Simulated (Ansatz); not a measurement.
**Sb chain started as a strip of triangles: period, moment and channels by functional**

Wanted: the relaxed geometry and the open channels of the Sb chain started as a strip of triangles, by several methods.

Main program and level: Ansatz 0.2.0; DFT PBE, plane waves, PAW; relaxation of a chain's period, in the first sound run; inputs show where later runs differ.

## Step 1: The structure

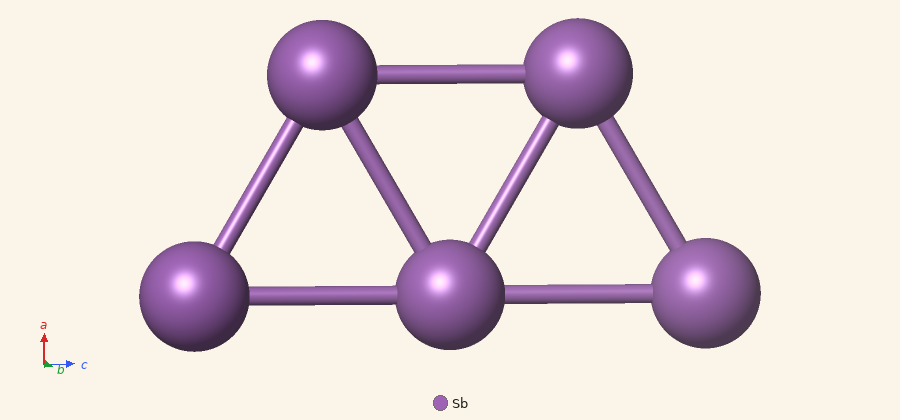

The cell as given, from the side, with the c axis across the page (antimony purple). 1×1×2 cells are drawn. Some periodic images of atoms are drawn too.

The cell holds 2 atoms: 2 Sb. Cell: a = 9.000 Å, b = 7.500 Å, c = 2.720 Å, α = 90.0°, β = 90.0°, γ = 90.0°. Vacuum lies along a and b. The structure's axis is c.

## Step 2: The relaxed wire, level PBE, cutoff 420 eV

Band widths follow the bond lengths, so the chain is relaxed first. The atoms and the third cell vector are free; the box across stays fixed as vacuum. Moments are seeded so that a magnetic state can form if it lies lower. A Fermi-Dirac smearing is set since the result may be a metal. The pressure printed is a third of the stress's trace over the whole box, vacuum included; only the stress along the axis is relaxed.

Input file input.yaml:

```yaml
crystal:
  lattice:
    - [9.0, 0.0, 0.0]
    - [0.0, 7.5, 0.0]
    - [0.0, 0.0, 2.72023]
  atoms:
    - { symbol: Sb, position: [0.370884444, 0.5, 0.0], spin: 0.3 }
    - { symbol: Sb, position: [0.629115556, 0.5, 0.5], spin: 0.3 }
magnetization:
  spin_polarized: true
kpoints:
  mp_grid: { grid: [1, 1, 30] }
scf:
  occupations: { method: fermi_dirac, width: 0.05 }
hamiltonian:
  xc: pbe
relax:
  cell: { fix: [a, b, alpha, beta, gamma] }
  max_steps: 60
```

Run with:

```
> ansatz run input.yaml --threads 4 --pin off --max-ram 8192MiB --backend cpu --events-out ev --progress --plain --runs-dir out
```

Numbers of over 12 decimals in the logs are rounded to 6 here.

The program printed:

```text
Engine: ansatz 0.2.0, aarch64-unknown-linux-gnu
Pseudopotentials: kind: paw
Pseudopotential: Sb, paw, valence charge 15, recommended cutoff 420 eV (normal), Sb.paw.azcp
Functional definition: PBE
  parameter kappa = 0.804
  parameter beta = 0.066725
  exchange = pbe_x(kappa = kappa, mu = beta*pi^2/3)
  correlation = pbe_c(beta = beta)
Crystal: 2 atoms, lattice volume = 183.616 Å³
Basis set: ecut = 420 eV, 3635 PW (Γ), exchange–correlation on 128×108×40 points (8 copies of the dense FFT grid, shifted against one another)
Bands: 20, of which v1, the nominal top of the filled ones, is band 15 counted from 1 (14 counted from 0)
Symmetry: 8 space group operations
Space group: Pmma (ITA 51), of the structure as read, at distance tolerance 5.7e-5 Å
Magnetic group: BNS 51.289 (UNI 387), of the structure as read, at distance tolerance 5.7e-5 Å
k-points: 16 of 30
Non-local potential: Sb, projectors of the file, l = 0: 2, l = 1: 2, l = 2: 2, l = 3: 2
PAW form: soft (Blöchl's): semilocal exchange-correlation on the pseudo side does not see the compensation charge
PAW one-centre angular grid: Sb, 590 points (default); XC on 64 Gauss nodes
Initial density: superposition of atomic densities (neutral atoms: chi_scale 0, normalization atom)
Starting moments: Σ|m| = 0.6 μB on 2 of 2 sites
Initial wavefunctions: pseudopotential atomic-orbital guess
Functional: x = pbe(κ = 0.804, μ = 0.219515), c = pbe(β = 0.066725)
iter 1 solved again at ethr=1.00e-3 eV; its pass at ethr=3.10e-3 eV (dr2=3.00e-1 eV) is discarded
SCF iter   1: F=—  HF=-12966.572657 eV  |F-HF|=—  |Δ(HF+E_count)|=         —  Δρ=1.01e-2 (↑9.86e-3 ↓1.01e-2)  dr2=3.17e-1  dr2_m=1.38e-1  M=0.047 μB ∫|m|=0.048 μB  β_m=0.30  ethr=1.00e-3  ⟨swp⟩=1.0  Hψ=4596  notcnv=0
preconditioner: auto → LDOS  [metal: Δε(μ)=0.066 eV  Ē_g=8.248 eV  σ=0.050 eV  W_gap=0.30  n_scr=20 (ndim 8)  ℏωp=8.3 eV  f_vac=0.569  D(μ)=1.08/eV (n_scr^D=4)]
spin=Collinear: LDOS preconditioning applied to the charge; magnetization (m = ρ↑ − ρ↓) channel mixes plain (no charge-response kernel on spin).
SCF iter   2: F=—  HF=-12966.523959 eV  |F-HF|=—  |Δ(HF+E_count)|=   4.87e-2  Δρ=7.16e-3 (↑6.81e-3 ↓7.16e-3)  dr2=1.16e-1  dr2_m=6.89e-2  M=0.039 μB ∫|m|=0.040 μB  β_m=0.30  ethr=1.00e-3  ⟨swp⟩=2.3  Hψ=872  notcnv=0  defer=2
SCF iter   3: F=—  HF=-12966.501882 eV  |F-HF|=—  |Δ(HF+E_count)|=   2.21e-2  Δρ=4.86e-3 (↑4.45e-3 ↓4.86e-3)  dr2=1.17e-2  dr2_m=3.41e-2  M=0.037 μB ∫|m|=0.037 μB  β_m=0.30  ethr=3.88e-4  ⟨swp⟩=3.0  Hψ=1017  notcnv=0  defer=2
SCF iter   4: F=—  HF=-12966.504083 eV  |F-HF|=—  |Δ(HF+E_count)|=   2.20e-3  Δρ=3.32e-3 (↑3.09e-3 ↓3.32e-3)  dr2=1.18e-3  dr2_m=1.70e-2  M=0.031 μB ∫|m|=0.031 μB  β_m=0.30  ethr=3.90e-5  ⟨swp⟩=3.0  Hψ=1371  notcnv=0  defer=2
SCF iter   5: F=—  HF=-12966.505628 eV  |F-HF|=—  |Δ(HF+E_count)|=   1.54e-3  Δρ=2.31e-3 (↑2.20e-3 ↓2.31e-3)  dr2=3.28e-4  dr2_m=8.50e-3  M=0.025 μB ∫|m|=0.025 μB  β_m=0.30  ethr=3.92e-6  ⟨swp⟩=2.9  Hψ=1097  notcnv=0  defer=2
SCF iter   6: F=—  HF=-12966.506485 eV  |F-HF|=—  |Δ(HF+E_count)|=   8.57e-4  Δρ=1.60e-3 (↑1.60e-3 ↓1.58e-3)  dr2=2.71e-5  dr2_m=4.27e-3  M=0.020 μB ∫|m|=0.020 μB  β_m=0.30  ethr=1.09e-6  ⟨swp⟩=2.0  Hψ=910  notcnv=0  defer=2
SCF iter   7: F=—  HF=-12966.506878 eV  |F-HF|=—  |Δ(HF+E_count)|=   3.92e-4  Δρ=1.13e-3 (↑1.13e-3 ↓1.13e-3)  dr2=1.54e-6  dr2_m=2.14e-3  M=0.016 μB ∫|m|=0.016 μB  β_m=0.30  ethr=9.03e-8  ⟨swp⟩=2.5  Hψ=978  notcnv=0  defer=2
Mixer restart at iter 7: flushing history
spin-set hold released at iteration 7 (site moments contracting): the magnetisation degrees of freedom join the quasi-Newton model from the next iteration; the mixer history was flushed
SCF iter   8: F=—  HF=-12966.507078 eV  |F-HF|=—  |Δ(HF+E_count)|=   2.01e-4  Δρ=8.00e-4 (↑8.00e-4 ↓8.00e-4)  dr2=9.00e-7  dr2_m=1.08e-3  M=0.013 μB ∫|m|=0.013 μB  β_m=0.65  ethr=5.13e-9  ⟨swp⟩=2.0  Hψ=962  notcnv=0  defer=2
SCF iter   9: F=—  HF=-12966.507318 eV  |F-HF|=—  |Δ(HF+E_count)|=   2.40e-4  Δρ=3.25e-5 (↑3.17e-5 ↓3.25e-5)  dr2=3.16e-8  dr2_m=1.73e-6  M=0.003 μB ∫|m|=0.003 μB  β_m=0.82  ethr=3.00e-9  ⟨swp⟩=3.0  Hψ=1270  notcnv=0  defer=2
SCF iter  10: F=—  HF=-12966.507335 eV  |F-HF|=—  |Δ(HF+E_count)|=   1.68e-5  Δρ=1.60e-5 (↑1.55e-5 ↓1.60e-5)  dr2=4.57e-9  dr2_m=4.17e-7  M=0.002 μB ∫|m|=0.002 μB  β_m=0.91  ethr=1.05e-10  ⟨swp⟩=5.1  Hψ=2156  notcnv=0
SCF iter  11: F=—  HF=-12966.507337 eV  |F-HF|=—  |Δ(HF+E_count)|=   1.76e-6  Δρ=1.70e-6 (↑1.61e-6 ↓1.70e-6)  dr2=3.99e-9  dr2_m=3.34e-9  M=0.000 μB ∫|m|=0.000 μB  β_m=0.91  ethr=1.52e-11  ⟨swp⟩=5.1  Hψ=2119  notcnv=0
SCF iter  12: F=—  HF=-12966.507337 eV  |F-HF|=—  |Δ(HF+E_count)|=   1.34e-8  Δρ=5.95e-7 (↑5.95e-7 ↓5.76e-7)  dr2=1.33e-9  dr2_m=2.64e-10  M=0.000 μB ∫|m|=0.000 μB  β_m=0.83  ethr=1.33e-11  ⟨swp⟩=4.0  Hψ=1879  notcnv=0
SCF iter  13: F=-12966.507337 eV  HF=-12966.507337 eV  |F-HF|=2.18e-11  |Δ(HF+E_count)|=  4.27e-10  Δρ=1.78e-7 (↑1.78e-7 ↓1.53e-7)  dr2=1.08e-10  dr2_m=2.75e-11  M=0.000 μB ∫|m|=0.000 μB  ethr=4.44e-12  ⟨swp⟩=3.0  Hψ=1488  notcnv=0
WARN: the starting moments were not kept: the SCF closed with an absolute magnetisation of 1.1e-5 μB, where they sum to 0.6 μB in size (2 sites). That is at most 0.1 of that sum. Measured as dr2_m measures the in/out step, that magnetisation stands 8.4e-12 eV from none, at or under the dr2_threshold of 1.0e-7 eV: it is no larger than a step whose dr2_m would equal this threshold. The system may hold no moment; this S [...]
SCF 1 converged in 13 iterations: F = -12966.507337 eV  dr2 = 1.08e-10
  greatest PAW one-centre occupation: 0.996 electrons in one spin orbital (limit 2), on the Sb atom at site 1 (counted from 0), in its partial waves of l = 2
relax step   1: F+E_penalty+E_count = -12966.50733652 eV  Δ(F+E_penalty+E_count) = +0.000e0 eV  max|allowed force component| = 3.337e0 eV/Å  Δτ_max = 0.0000 Å  P = +5.911 GPa  Ω = 183.616 Å³  fix = [a, b, alpha, beta, gamma]  reactions: a +6.482, b +0.353 GPa  (13 SCF iters, dr2 threshold 1.00e-7 eV, accepted)
Crystal: 2 atoms, lattice volume = 189.267 Å³
Basis set: ecut = 420 eV, 3727 PW (Γ), exchange–correlation on 128×108×40 points (8 copies of the dense FFT grid, shifted against one another)
Initial density: handed on by an earlier stage of this run
Starting moments: Σ|m| = 0.6 μB on 2 of 2 sites; this step starts from the density that it was given
Initial wavefunctions: those handed on with the density
iter 1 solved again at ethr=2.17e-4 eV; its pass at ethr=3.10e-3 eV (dr2=6.51e-2 eV) is discarded
[...]
SCF 3 converged in 7 iterations: F = -12967.347475 eV  dr2 = 1.65e-9
relax step   3: F+E_penalty+E_count = -12967.34747524 eV  Δ(F+E_penalty+E_count) = -6.276e-2 eV  max|allowed force component| = 2.599e-2 eV/Å  Δτ_max = 0.0036 Å  P = +0.519 GPa  Ω = 193.238 Å³  energy of the carried Pulay correction = -8.216e-4 eV  fix = [a, b, alpha, beta, gamma]  reactions: a -0.413, b +0.392 GPa  (7 SCF iters, dr2 threshold 2.00e-7 eV, accepted)
[...]
relax step   4: F+E_penalty+E_count = -12967.37708869 eV  Δ(F+E_penalty+E_count) = -2.961e-2 eV  max|allowed force component| = 2.191e-1 eV/Å  Δτ_max = 0.0070 Å  P = +0.037 GPa  Ω = 197.551 Å³  energy of the carried Pulay correction = -1.176e-3 eV  fix = [a, b, alpha, beta, gamma]  reactions: a -0.938, b +0.384 GPa  (7 SCF iters, dr2 threshold 2.00e-7 eV, accepted)
[...]
relax step   5: F+E_penalty+E_count = -12967.37112896 eV  Δ(F+E_penalty+E_count) = +5.960e-3 eV  max|allowed force component| = 1.273e-2 eV/Å  Δτ_max = 0.0449 Å  P = -0.489 GPa  Ω = 205.106 Å³  energy of the carried Pulay correction = -1.779e-3 eV  fix = [a, b, alpha, beta, gamma]  (8 SCF iters, dr2 threshold 2.00e-7 eV, rejected (line search))
[...]
relax step   6: F+E_penalty+E_count = -12967.39243030 eV  Δ(F+E_penalty+E_count) = -1.534e-2 eV  max|allowed force component| = 1.157e-1 eV/Å  Δτ_max = 0.0258 Å  P = -0.149 GPa  Ω = 200.676 Å³  energy of the carried Pulay correction = -1.429e-3 eV  fix = [a, b, alpha, beta, gamma]  reactions: a -0.672, b +0.377 GPa  (8 SCF iters, accepted)
[...]
relax step   7: F+E_penalty+E_count = -12967.39377879 eV  Δ(F+E_penalty+E_count) = -1.348e-3 eV  max|allowed force component| = 2.930e-2 eV/Å  Δτ_max = 0.0140 Å  P = -0.000 GPa  Ω = 200.538 Å³  energy of the carried Pulay correction = -1.418e-3 eV  fix = [a, b, alpha, beta, gamma]  reactions: a -0.351, b +0.376 GPa  (6 SCF iters, dr2 threshold 2.00e-7 eV, accepted)
[...]
relax step   8: F+E_penalty+E_count = -12967.39387281 eV  Δ(F+E_penalty+E_count) = -9.401e-5 eV  max|allowed force component| = 6.071e-3 eV/Å  Δτ_max = 0.0036 Å  P = -0.007 GPa  Ω = 200.327 Å³  energy of the carried Pulay correction = -1.401e-3 eV  fix = [a, b, alpha, beta, gamma]  reactions: a -0.429, b +0.376 GPa  (6 SCF iters, dr2 threshold 5.36e-8 eV, accepted)
Initial wavefunctions: pseudopotential atomic-orbital guess (no wavefunctions were taken with the density)
iter 1 solved again at ethr=8.05e-7 eV; its pass at ethr=3.10e-3 eV (dr2=2.41e-4 eV) is discarded
SCF iter   1: F=—  HF=-12967.394878 eV  |F-HF|=—  |Δ(HF+E_count)|=         —  Δρ=1.57e-5 (↑1.57e-5 ↓1.57e-5)  dr2=2.27e-7  dr2_m=6.09e-13  M=0.000 μB ∫|m|=0.000 μB  β_m=0.30  ethr=8.05e-7  ⟨swp⟩=3.1  Hψ=5084  notcnv=0
eigensolver tolerance schedule: the retry pair's looser diagonalisation over-reported the residual by 1060.60 of it (diagonalisation noise at 0.38 of the residual, at the tolerance the schedule requests for it); recorded, not acted on — ethr = c·dr2/N_el stays at c = 1.0e-1
preconditioner: auto → Resta (q_TF=auto, 1.988 Å⁻¹)  ε∞=2.1  [insulator: Δε(μ)=0.208 eV  Ē_g=7.929 eV  σ=0.050 eV  W_gap=0.70  n_scr=20 (ndim 8)  ℏωp=8.3 eV  f_vac=0.569  D(μ)=1.40/eV (n_scr^D=8)  ε∞_Penn≈2.1  vacuum switching on, ρ_ref=4.6e-3 e/Å³]
spin=Collinear: Resta preconditioning applied to the charge; magnetization (m = ρ↑ − ρ↓) channel mixes plain (no charge-response kernel on spin).
SCF iter   2: F=—  HF=-12967.394877 eV  |F-HF|=—  |Δ(HF+E_count)|=   1.12e-6  Δρ=1.10e-5 (↑1.10e-5 ↓1.10e-5)  dr2=1.09e-7  dr2_m=3.63e-13  M=0.000 μB ∫|m|=0.000 μB  β_m=0.63  ethr=7.58e-10  ⟨swp⟩=2.7  Hψ=1160  notcnv=0
SCF iter   3: F=—  HF=-12967.394879 eV  |F-HF|=—  |Δ(HF+E_count)|=   1.53e-6  Δρ=1.29e-6 (↑1.29e-6 ↓1.29e-6)  dr2=4.82e-9  dr2_m=2.91e-14  M=0.000 μB ∫|m|=0.000 μB  β_m=0.56  ethr=3.63e-10  ⟨swp⟩=3.4  Hψ=1226  notcnv=0
SCF iter   4: F=—  HF=-12967.394879 eV  |F-HF|=—  |Δ(HF+E_count)|=   1.43e-9  Δρ=3.51e-7 (↑3.51e-7 ↓3.51e-7)  dr2=5.88e-10  dr2_m=1.27e-14  M=0.000 μB ∫|m|=0.000 μB  β_m=0.78  ethr=1.61e-11  ⟨swp⟩=2.0  Hψ=1120  notcnv=0
SCF iter   5: F=—  HF=-12967.394879 eV  |F-HF|=—  |Δ(HF+E_count)|=   1.95e-8  Δρ=6.22e-8 (↑6.22e-8 ↓6.21e-8)  dr2=2.96e-11  dr2_m=2.36e-15  M=0.000 μB ∫|m|=0.000 μB  β_m=0.77  ethr=1.96e-12  ⟨swp⟩=3.0  Hψ=1252  notcnv=0
SCF iter   6: F=-12967.394879 eV  HF=-12967.394879 eV  |F-HF|=0.00e0  |Δ(HF+E_count)|=  4.18e-11  Δρ=4.10e-8 (↑4.10e-8 ↓4.10e-8)  dr2=9.73e-12  dr2_m=5.43e-16  M=0.000 μB ∫|m|=0.000 μB  ethr=1.00e-12  ⟨swp⟩=6.0  Hψ=2466  notcnv=0
the starting moments were not kept: the SCF closed with an absolute magnetisation of 6.4e-8 μB, where they sum to 0.6 μB in size (2 sites). That is at most 0.1 of that sum. Measured as dr2_m measures the in/out step, that magnetisation stands 2.7e-16 eV from none, at or under the dr2_threshold of 2.0e-11 eV: it is no larger than a step whose dr2_m would equal this threshold.
SCF 9 converged in 6 iterations: F = -12967.394879 eV  dr2 = 9.73e-12
relax step   9: F+E_penalty+E_count = -12967.39487879 eV  Δ(F+E_penalty+E_count) = -1.006e-3 eV  max|allowed force component| = 6.251e-3 eV/Å  Δτ_max = 0.0000 Å  P = -0.006 GPa  Ω = 200.327 Å³  fix = [a, b, alpha, beta, gamma]  reactions: a -0.433, b +0.373 GPa  stress off target by 4.25e-2 GPa on what of the cell is left free  SCF on the basis re-selected at this cell (its energy is not comparable with the rows above)  (6 SCF iters)
basis re-selected at this cell: Δ(F+E_penalty+E_count) = -1.006e-3 eV, ΔP = +0.001 GPa vs the last step (what re-selecting the basis moved, of the pressure what is left beyond the Pulay correction that the steps carried, after the strain that the cell walked since its last selection, with what the two solves' SCF thresholds leave and, on support functions, any second-order correction that the steps lacked; it is no m [...]
SCF converged after 6 iterations
Magnetization: 0.0000 μB (15.0000 up, 15.0000 down)
Absolute magnetization: 0.0000 μB (∫|ρ↑−ρ↓|, with the PAW one-centre terms)
Spin contamination: 0.0000 ħ² per cell (⟨S²⟩ above its minimum at these occupations)
Per-site moments (μB) at R_I (Å): [(1.2792850922122965e-8, 1.224222), (1.2792851014169178e-8, 1.224222)]
Free energy (F): -12967.394879 eV
Harris-Foulkes:  -12967.394879 eV  (|F-HF|=0.00e0)
Internal energy: -12967.382397 eV  (E = F + TS)
E sigma→0 (E₀):  -12967.388638 eV
Entropy (-TS):   -0.012482 eV (-6.241 meV/atom)
Fermi energy:    -0.105998 eV
--- Per-component energies (eV) ---
  E_band       = -632.101465
  E_kinetic    = 411.634913
  E_local      = -6895.208028  (includes V_loc(G=0)·N_el)
  E_nonlocal   = 723.520355
  E_hartree    = 3152.220182
  E_xc         = -274.842411
  E_vxc        = -189.534819  (∫ρ·V_xc dr)
  E_paw        = -9149.613258  (= ΣΔE_a)
  E_vpaw       = -986.954016  (= ΣTr[D̂ρ^β])
  E_aug_tail   = -0.000003  (compensation charges beyond the density's cutoff)
  E_ewald      = -935.094147
  E_smearing   = -0.012482  (= −TS)
  E_closure    = 0.000000  (closes the sum)
  Σ components = -12967.394879   (vs F -12967.394879, Δ=0.00e0)
--- Forces (eV/Å), atoms counted from 1 ---
  atom   1  Sb     0.00625081     0.00000000     0.00000000
  atom   2  Sb    -0.00625081     0.00000000    -0.00000000
  max |Σ_I F_I| component: 8.67e-19 eV/Å
--- Stress (GPa, compression-positive) ---
       -0.433173       0.000000       0.000000
        0.000000       0.372933      -0.000000
        0.000000      -0.000000       0.042456
  P = ⅓ Tr σ = -0.0059 GPa (-0.059 kbar)
--- Relaxed structure (8 steps of the walk, 7 accepted, 1 SCFs on fresh bases) ---
  F+E_penalty+E_count = -12967.39487879 eV   max|allowed force component| = 6.251e-3 eV/Å   (the final SCF, on the basis selected at the relaxed cell)
  cell:  # Å, volume = 200.3272 Å³
    - [9.0, 0.0, 0.0]
    - [0.0, 7.5, 0.0]
    - [0.0, 0.0, 2.967811]
  atoms:
    - { symbol: Sb, position: [0.354417, 0.5, 0.0] }
    - { symbol: Sb, position: [0.645583, 0.5, 0.500000] }
```

The job ended after 20 s (4 threads of Arm Neoverse V1, shared host; peak memory 0.51 GiB; 72 s of CPU time).

Step by step:

```csv
step,energy less that of the first step (eV),largest force component (eV/Å),pressure (GPa),volume (Å³)
1,0.0000,3.3370,5.91,183.62
2,-0.7774,0.0653,1.25,189.27
3,-0.8401,0.0260,0.52,193.24
4,-0.8698,0.2191,0.04,197.55
5,-0.8638,0.0127,-0.49,205.11
6,-0.8851,0.1157,-0.15,200.68
7,-0.8864,0.0293,0.00,200.54
8,-0.8865,0.0061,-0.01,200.33
9*,-0.8875,0.0063,-0.01,200.33
```

Relaxation steps marked * repeat the geometry before them on a plane-wave basis chosen anew for their cell, so energy and pressure can jump there. Relaxation step 5 was tried and not accepted.

Forces are held to the 8 operations that the run works with; a distortion that breaks them can't arise in this run.

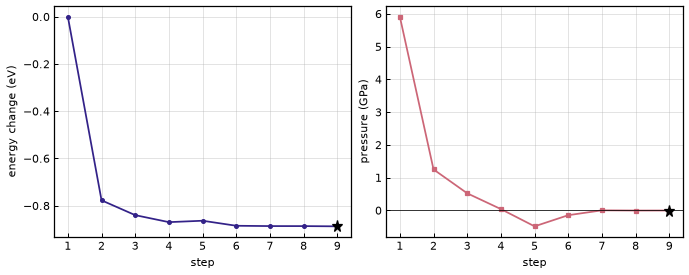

Energy and pressure along the relaxation. Stars mark steps on a basis chosen anew.

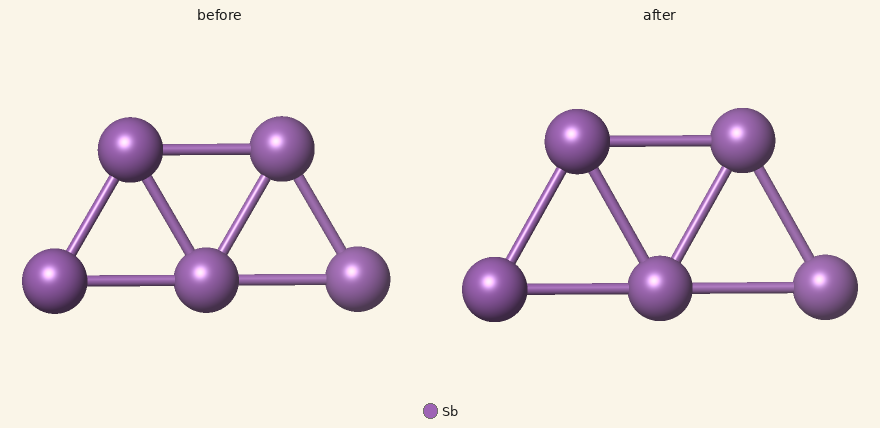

The structure before and after the relaxation, drawn at the same scale.

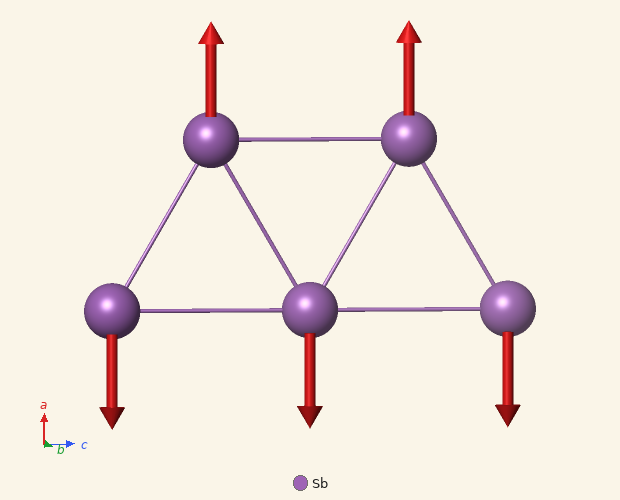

Displacements in the relaxation, exaggerated, measured against the changing cell; the longest in the cell stands for 0.15 Å. 1×1×2 cells are drawn. Some periodic images of atoms are drawn too.

```csv
cell as run,before,after,change
c (Å),2.720,2.968,+9.1 %
```

The atoms that moved most (Å, along periodic axes as changes of fractional coordinates times the final cell, across vacuum about the mean position):

```csv
atom,dx,dy,dz,length
Sb1,-0.148,0.000,0.000,0.148
Sb2,0.148,0.000,0.000,0.148
```

Final coordinates:

```xyz
2
Lattice="9.0000 0.0000 0.0000 0.0000 7.5000 0.0000 0.0000 0.0000 2.9678" Properties=species:S:1:pos:R:3
Sb    3.1898    3.7500    0.0000
Sb    5.8102    3.7500    1.4839
```

Numbers from this step:

- energy at zero smearing: -12967.3886 eV
- cell length along the wire: 2.968 Å

The cell's length comes to 2.968 Å with no moment.

(Continued in part 2 of 4.)

[Logs are printed without paths, hosts, clocks, repeated set-up lines and the standing remarks that a program may print on its own settings, such as how far it seeks lower states.]

[Hosts, paths, dates, database ids (printed as entryN), source tags and the programs' standing remarks are cut or masked in the printed files.]
